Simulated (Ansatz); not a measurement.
**H₂ClO (doublet): correlated methods under varied settings at distance O1–H3 along a hydrogen transfer = 0.960 Å**

Aim: run H₂ClO (doublet) at one geometry under a spread of methods and options, and see what each costs and gives.

The runs use Ansatz 0.2.0, Gaussian basis; the settings change from run to run.

11 further runs of the same task are left out: 3 for a known fault of the program, 1 for a mislabelled method, 7 that didn't finish.

## (1) What is computed

The geometry derives from fragments relaxed apart (PBE0/def2-TZVP) and kept rigid, so it is no stationary point. A hydrogen atom is moved between rigid fragments.

4 atoms, charge 0, spin multiplicity 2.

Atoms are counted from 1 here; the program's logs count them from 0.

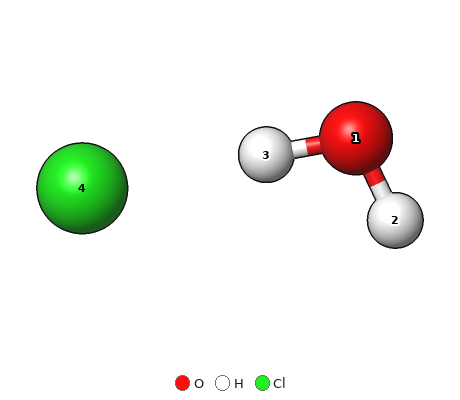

The geometry (oxygen red, hydrogen white, chlorine green); atoms are numbered from 1 in the order of the file.

## (2) CCSD on ROHF/def2-SVP

Contents of in.yaml:

```yaml
crystal:
  periodic: [false, false, false]
  atoms:
    - {symbol: O, position_ang: [-0.910305, -0.231644, 0.000000]}
    - {symbol: H, position_ang: [-1.159614, 0.694932, 0.000000]}
    - {symbol: H, position_ang: [0.049224, -0.231644, 0.000000]}
    - {symbol: Cl, position_ang: [2.020695, -0.231644, 0.000000]}
basis:
  gaussian: {orbitals: def2-SVP}
magnetization: {spin_polarized: false, initial_magnetization: 1}
correlation: {method: ccsd, electrons: outside_noble_gas}
```

Launch:

```
$ ansatz run in.yaml --threads 1 --pin off --events-out ev --progress --plain --max-ram 2393MiB
```

The log of the run, shortened:

```text
Functional definition: HF
  name "HF"
  cite "Fock, Z. Phys. 61, 126 (1930) doi:10.1007/BF01340294"
  parent pbe
[...]
391 factors; integrals over basis functions are off by at most 1.5e-3 eV
[...]
mean field -14565.34370237 eV, -535.2665083175 hartree, gradient 1.8e-6 eV, S^2 0.750000; 13 other end points of the search recorded, 0 dependent functions left out
[...]
determinant -14565.34370237 eV, -535.2665083175 hartree, with singles and doubles -14574.69645583 eV, -535.6102156677 hartree
determinant -14565.32865132 eV, -535.2659552018 hartree, with singles and doubles -14574.67795646 eV, -535.6095358284 hartree
determinant -14565.21634578 eV, -535.2618280491 hartree, with singles and doubles -14574.61057865 eV, -535.6070597396 hartree
determinant -14562.84082922 eV, -535.1745294257 hartree, with singles and doubles -14571.59141287 eV, -535.4961074437 hartree
determinant -14562.75210561 eV, -535.1712688932 hartree, with singles and doubles -14572.74949929 eV, -535.5386663344 hartree
determinant -14565.34370237 eV, -535.2665083175 hartree, with singles and doubles -14574.69665061 eV, -535.6102228259 hartree
determinant -14565.32865132 eV, -535.2659552018 hartree, with singles and doubles -14574.67792786 eV, -535.6095347774 hartree
determinant -14565.21634578 eV, -535.2618280491 hartree, with singles and doubles -14574.61044330 eV, -535.6070547653 hartree
6 core orbitals not correlated: weight in the atoms' cores, before any rotation towards them, 1.000 or more for the frozen orbitals, at most 0.000 for the correlated occupied ones
reference -14565.34370237 eV, -535.2665083175 hartree; 8, 7 occupied and 28, 29 virtual orbitals, 391 factors
second order -8.59419721 eV of doubles, -0.07513845 eV of singles
cycle   1  -9.35294427 eV  change    4.0e-6 eV  update   2.3e-6
Total energy: -14574.69664664 eV, -535.6102226797 hartree
```

It took 3.9 s on 1 thread of Arm Neoverse V2, shared host.

From the report: correlation -9.3529 eV; T1 0.010; largest double amplitude 0.05.

## (3) FCI/STO-3G

in.yaml: that of step 2 with these lines changed.

```diff
@@ -8,4 +8,4 @@
 basis:
-  gaussian: {orbitals: def2-SVP}
+  gaussian: {orbitals: STO-3G}
 magnetization: {spin_polarized: false, initial_magnetization: 1}
-correlation: {method: ccsd, electrons: outside_noble_gas}
+correlation: {method: fci, electrons: outside_noble_gas}
```

Launched as before.

The log of the run, shortened:

```text
Functional definition: HF
  name "HF"
  cite "Fock, Z. Phys. 61, 126 (1930) doi:10.1007/BF01340294"
  parent pbe
[...]
244 factors; integrals over basis functions are off by at most 4.7e-8 eV
[...]
mean field -14408.30121660 eV, -529.4953034127 hartree, gradient 5.8e-6 eV, S^2 0.750000; 15 other end points of the search recorded, 0 dependent functions left out
[...]
determinant -14408.30121660 eV, -529.4953034127 hartree, with singles and doubles -14409.67204938 eV, -529.5456805884 hartree
determinant -14408.28713143 eV, -529.4947857923 hartree, with singles and doubles -14409.59509213 eV, -529.5428524614 hartree
determinant -14405.77632635 eV, -529.4025154075 hartree, with singles and doubles -14406.89569118 eV, -529.4436513063 hartree
determinant -14408.30121660 eV, -529.4953034127 hartree, with singles and doubles -14409.68927500 eV, -529.5463136179 hartree
determinant -14408.28713143 eV, -529.4947857923 hartree, with singles and doubles -14409.59505697 eV, -529.5428511693 hartree
6 core orbitals not correlated: weight in the atoms' cores, before any rotation towards them, 1.000 or more for the frozen orbitals, at most 0.000 for the correlated occupied ones
reference -14408.30121660 eV, -529.4953034127 hartree; 8, 7 occupied and 2, 3 virtual orbitals, 244 factors
state -14409.69424046 eV, -529.5464960952 hartree
Total energy: -14409.69424046 eV, -529.5464960952 hartree
```

Run time: 0.81 s. Hardware: 1 thread of Arm Neoverse V2, shared host.

From the report: 2,752 determinants, symmetry A'.

## (4) CCSD(T) on UHF/cc-pVDZ

in.yaml: that of step 3 with these lines changed.

```diff
@@ -8,4 +8,5 @@
 basis:
-  gaussian: {orbitals: STO-3G}
-magnetization: {spin_polarized: false, initial_magnetization: 1}
-correlation: {method: fci, electrons: outside_noble_gas}
+  gaussian: {orbitals: cc-pVDZ}
+magnetization: {spin_polarized: true, initial_magnetization: 1}
+correlation: {method: ccsd_t, electrons: outside_noble_gas}
+scf: {lower_state_search: off}
```

Launched as before.

The log of the run, shortened:

```text
Functional definition: HF
  name "HF"
  cite "Fock, Z. Phys. 61, 126 (1930) doi:10.1007/BF01340294"
  parent pbe
[...]
410 factors; integrals over basis functions are off by at most 1.4e-3 eV
[...]
mean field -14571.32746835 eV, -535.4864076613 hartree, gradient 2.8e-6 eV, S^2 0.755980; 0 other end points of the search recorded, 0 dependent functions left out
6 core orbitals not correlated: weight in the atoms' cores, before any rotation towards them, 1.000 or more for the frozen orbitals, at most 0.000 for the correlated occupied ones
reference -14571.32746835 eV, -535.4864076613 hartree; 8, 7 occupied and 28, 29 virtual orbitals, 410 factors
second order -8.58368620 eV of doubles, -0.00000000 eV of singles
cycle   1  -9.07369550 eV  change   -4.9e-1 eV  update   4.7e-2
[...]
cycle  10  -9.28501397 eV  change    4.8e-6 eV  update   1.3e-5
perturbative correction -0.12700306 eV, -0.0046672762 hartree
Total energy: -14580.73948537 eV, -535.8322929072 hartree
Checks for a lower state left out: stability, starts, cluster_reference, orbital_swaps, neighbouring_geometries, increment
```

It took 0.75 s on 1 thread of Arm Neoverse V2, shared host.

From the report: ⟨S²⟩ of the determinant 0.756 (pure doublet: 0.75); correlation -9.4120 eV; T1 0.009; largest double amplitude 0.05.

## (5) CCSD/6-31G

in.yaml: that of step 4 with these lines changed.

```diff
@@ -8,5 +8,6 @@
 basis:
-  gaussian: {orbitals: cc-pVDZ}
+  gaussian: {orbitals: 6-31G, fitting: {mean_field: def2-universal-jkfit}}
 magnetization: {spin_polarized: true, initial_magnetization: 1}
-correlation: {method: ccsd_t, electrons: outside_noble_gas}
-scf: {lower_state_search: off}
+hamiltonian: {xc: {name: r2SCAN}}
+correlation: {method: ccsd, electrons: outside_noble_gas, diis_vectors: 4}
+output: {forces: true}
```

Same command.

The log of the run, shortened:

```text
Functional definition: r2SCAN
  name "r2SCAN"
  cite "Furness, Kaplan, Ning, Perdew & Sun, J. Phys. Chem. Lett. 11, 8208 (2020) doi:10.1021/acs.jpclett.0c02405"
  cite "Furness, Kaplan, Ning, Perdew & Sun, J. Phys. Chem. Lett. 11, 9248 (2020) doi:10.1021/acs.jpclett.0c03077"
  parent r2scan
[...]
241 factors; integrals over basis functions are off by at most 2.1e-2 eV
[...]
mean field -14597.00845298 eV, -536.4301664394 hartree, gradient 4.4e-6 eV, S^2 0.750938; 12 other end points of the search recorded, 0 dependent functions left out
6 core orbitals not correlated: weight in the atoms' cores, before any rotation towards them, 1.000 or more for the frozen orbitals, at most 0.000 for the correlated occupied ones
reference -14568.03585886 eV, -535.3654432437 hartree; 8, 7 occupied and 12, 13 virtual orbitals, 241 factors
second order -5.01876955 eV of doubles, -0.55490700 eV of singles
cycle   1  -5.20496855 eV  change   -5.6e-1 eV  update   6.8e-2
[...]
cycle  25  -5.76158233 eV  change    7.0e-8 eV  update   1.7e-8
WARN: these amplitudes may be one of several solutions (largest doubles amplitude 0.06, level shift 6.22 eV)
[...]
Total energy: -14573.79744119 eV, -535.5771774891 hartree
Atom 0 at    -0.910305    -0.231644     0.000000 Å, force    -0.455932    -0.255338    -0.000000 eV/Å
Atom 1 at    -1.159614     0.694932     0.000000 Å, force    -0.760511     0.755260    -0.000000 eV/Å
Atom 2 at     0.049224    -0.231644     0.000000 Å, force    -0.298134    -0.481313     0.000000 eV/Å
Atom 3 at     2.020695    -0.231644     0.000000 Å, force     1.514577    -0.018609     0.000000 eV/Å
Dipole moment:     0.430407     0.405017    -0.000000 e Å
```

Run time: 13 s. Hardware: 1 thread of Arm Neoverse V2, shared host.

From the report: ⟨S²⟩ of the determinant 0.751 (pure doublet: 0.75); correlation -5.7616 eV; T1 0.085; largest double amplitude 0.06. The orbitals are Kohn-Sham ones, so correlation energy and T1 don't compare with those on Hartree-Fock orbitals. The report flags that the cluster equations may have other roots.

## (6) HF/cc-pVDZ

Contents of in.yaml:

```yaml
crystal:
  periodic: [false, false, false]
  atoms:
    - {symbol: O, position_ang: [-0.910305, -0.231644, 0.000000]}
    - {symbol: H, position_ang: [-1.159614, 0.694932, 0.000000]}
    - {symbol: H, position_ang: [0.049224, -0.231644, 0.000000]}
    - {symbol: Cl, position_ang: [2.020695, -0.231644, 0.000000]}
basis:
  gaussian: {orbitals: cc-pVDZ}
magnetization: {spin_polarized: true, initial_magnetization: 1}
hamiltonian: {xc: hf}
output: {forces: true, orbitals: {seedname: orbitals}}
```

The command is unchanged.

The log of the run, shortened:

```text
Functional definition: HF
  name "HF"
  cite "Fock, Z. Phys. 61, 126 (1930) doi:10.1007/BF01340294"
  parent pbe
[...]
410 factors; integrals over basis functions are off by at most 1.4e-3 eV
[...]
mean field -14571.32746835 eV, -535.4864076613 hartree, gradient 5.6e-6 eV, S^2 0.755980; 4 other end points of the search recorded, 0 dependent functions left out
[...]
reference -14571.32746835 eV, -535.4864076613 hartree; 14, 13 occupied and 28, 29 virtual orbitals, 410 factors
Total energy: -14571.32746835 eV, -535.4864076613 hartree
Atom 0 at    -0.910305    -0.231644     0.000000 Å, force     0.136530     0.710508    -0.000000 eV/Å
Atom 1 at    -1.159614     0.694932     0.000000 Å, force     0.220975    -0.744021    -0.000000 eV/Å
Atom 2 at     0.049224    -0.231644     0.000000 Å, force    -1.643942     0.040055     0.000000 eV/Å
Atom 3 at     2.020695    -0.231644     0.000000 Å, force     1.286436    -0.006542    -0.000000 eV/Å
Dipole moment:     0.362005     0.327071    -0.000000 e Å
```

It took 0.81 s on 1 thread of Arm Neoverse V2, shared host.

From the report: ⟨S²⟩ of the determinant 0.756 (pure doublet: 0.75).

## (7) CCSD on ROHF/cc-pVDZ

in.yaml: that of step 6 with these lines changed.

```diff
@@ -9,4 +9,4 @@
   gaussian: {orbitals: cc-pVDZ}
-magnetization: {spin_polarized: true, initial_magnetization: 1}
-hamiltonian: {xc: hf}
-output: {forces: true, orbitals: {seedname: orbitals}}
+magnetization: {spin_polarized: false, initial_magnetization: 1}
+correlation: {method: ccsd, electrons: valence}
+output: {forces: true}
```

Launched as before.

The log of the run, shortened:

```text
Functional definition: HF
  name "HF"
  cite "Fock, Z. Phys. 61, 126 (1930) doi:10.1007/BF01340294"
  parent pbe
[...]
410 factors; integrals over basis functions are off by at most 1.4e-3 eV
[...]
mean field -14571.21712234 eV, -535.4823525201 hartree, gradient 4.2e-6 eV, S^2 0.750000; 16 other end points of the search recorded, 0 dependent functions left out
[...]
determinant -14571.21712234 eV, -535.4823525201 hartree, with singles and doubles -14580.60938903 eV, -535.8275119547 hartree
determinant -14571.20075641 eV, -535.4817510836 hartree, with singles and doubles -14580.58766634 eV, -535.8267136608 hartree
determinant -14571.12219670 eV, -535.4788640675 hartree, with singles and doubles -14580.56137335 eV, -535.8257474113 hartree
determinant -14569.05134320 eV, -535.4027616051 hartree, with singles and doubles -14577.90274620 eV, -535.7280446656 hartree
[...]
6 core orbitals not correlated: weight in the atoms' cores, before any rotation towards them, 1.000 or more for the frozen orbitals, at most 0.000 for the correlated occupied ones
reference -14571.21712234 eV, -535.4823525201 hartree; 8, 7 occupied and 28, 29 virtual orbitals, 410 factors
second order -8.63440900 eV of doubles, -0.07635715 eV of singles
cycle   1  -9.39273557 eV  change    2.5e-7 eV  update   2.0e-6
[...]
cycle  11  -9.39273596 eV  change   9.2e-10 eV  update   7.5e-9
[...]
the multipliers restart with 30 DIIS vectors
Total energy: -14580.60985830 eV, -535.8275292000 hartree
Atom 0 at    -0.910305    -0.231644     0.000000 Å, force    -0.642811    -0.409518    -0.000000 eV/Å
Atom 1 at    -1.159614     0.694932     0.000000 Å, force     0.106739     0.237290    -0.000000 eV/Å
Atom 2 at     0.049224    -0.231644     0.000000 Å, force    -0.528112     0.175880     0.000000 eV/Å
Atom 3 at     2.020695    -0.231644     0.000000 Å, force     1.064184    -0.003651    -0.000000 eV/Å
Dipole moment:     0.347353     0.310413     0.000000 e Å
```

Wall time 20 s (1 thread of Arm Neoverse V2, shared host).

From the report: correlation -9.3927 eV; T1 0.011; largest double amplitude 0.05.

## (8) CCSD(T) on ROHF/cc-pVDZ

in.yaml: that of step 7 with these lines changed.

```diff
@@ -10,3 +10,3 @@
 magnetization: {spin_polarized: false, initial_magnetization: 1}
-correlation: {method: ccsd, electrons: valence}
+correlation: {method: ccsd_t, electrons: valence}
 output: {forces: true}
```

The command is unchanged.

The log of the run, shortened:

```text
Functional definition: HF
  name "HF"
  cite "Fock, Z. Phys. 61, 126 (1930) doi:10.1007/BF01340294"
  parent pbe
[...]
410 factors; integrals over basis functions are off by at most 1.4e-3 eV
[...]
mean field -14571.21712234 eV, -535.4823525201 hartree, gradient 4.2e-6 eV, S^2 0.750000; 16 other end points of the search recorded, 0 dependent functions left out
[...]
determinant -14571.21712234 eV, -535.4823525201 hartree, with singles and doubles -14580.60938903 eV, -535.8275119547 hartree
determinant -14571.20075641 eV, -535.4817510836 hartree, with singles and doubles -14580.58766634 eV, -535.8267136608 hartree
determinant -14571.12219670 eV, -535.4788640675 hartree, with singles and doubles -14580.56137335 eV, -535.8257474113 hartree
determinant -14569.05134320 eV, -535.4027616051 hartree, with singles and doubles -14577.90274620 eV, -535.7280446656 hartree
[...]
reference -14571.21712234 eV, -535.4823525201 hartree; 8, 7 occupied and 28, 29 virtual orbitals, 410 factors
second order -8.63440900 eV of doubles, -0.07635715 eV of singles
cycle   1  -9.39273557 eV  change    2.5e-7 eV  update   2.0e-6
[...]
cycle  11  -9.39273596 eV  change   9.2e-10 eV  update   7.5e-9
perturbative correction -0.12909442 eV, -0.0047441323 hartree
[...]
the multipliers restart with 30 DIIS vectors
Total energy: -14580.73895271 eV, -535.8322733323 hartree
Atom 0 at    -0.910305    -0.231644     0.000000 Å, force    -0.712810    -0.495086    -0.000000 eV/Å
Atom 1 at    -1.159614     0.694932     0.000000 Å, force     0.105694     0.307067    -0.000000 eV/Å
Atom 2 at     0.049224    -0.231644     0.000000 Å, force    -0.426750     0.191023     0.000000 eV/Å
Atom 3 at     2.020695    -0.231644     0.000000 Å, force     1.033865    -0.003004    -0.000000 eV/Å
Dipole moment:     0.345913     0.308106     0.000000 e Å
```

It took 22 s on 1 thread of Arm Neoverse V2, shared host.

From the report: correlation -9.5218 eV; T1 0.011; largest double amplitude 0.05.

## (9) The runs in one table

Where basis and cores are those of an earlier UCCSDT(Q)/cc-pVDZ run (-14580.7681 eV), and the state is the same kind, the miss against it is given. † marks a result that the program doubts.

| level | correlated | functions | energy (eV) | from UCCSDT(Q) (meV) | time |
| --- | --- | --- | --- | --- | --- |
| CCSD on ROHF/def2-SVP | outside noble gas | 42 | -14574.6966 |  | 3.9 s |
| FCI/STO-3G | outside noble gas | 16 | -14409.6942 |  | 0.81 s |
| CCSD(T) on UHF/cc-pVDZ | outside noble gas | 42 | -14580.7395 | 28.6 | 0.75 s |
| CCSD/6-31G (on r2SCAN orbitals) † | outside noble gas | 26 | -14573.7974 |  | 13 s |
| HF/cc-pVDZ |  | 42 | -14571.3275 | 9440.7 | 0.81 s |
| CCSD on ROHF/cc-pVDZ | valence | 42 | -14580.6099 | 158.3 | 20 s |
| CCSD(T) on ROHF/cc-pVDZ | valence | 42 | -14580.7390 | 29.2 | 22 s |

## (10) Outcome

```
quantity                           value
    runs                               7
quickest  CCSD(T) on UHF/cc-pVDZ, 0.75 s
 slowest   CCSD(T) on ROHF/cc-pVDZ, 22 s
```

**Reading.** Total energies in different bases, with other cores or another treatment of relativity can't be set against each other. CCSD(T) on ROHF/cc-pVDZ took 29 times as long as CCSD(T) on UHF/cc-pVDZ; the jobs differ in more than the method. Among the correlated runs with a miss given, it spans +29 to +158 meV. Hartree-Fock, CASSCF and CASCI lack dynamic correlation by design.
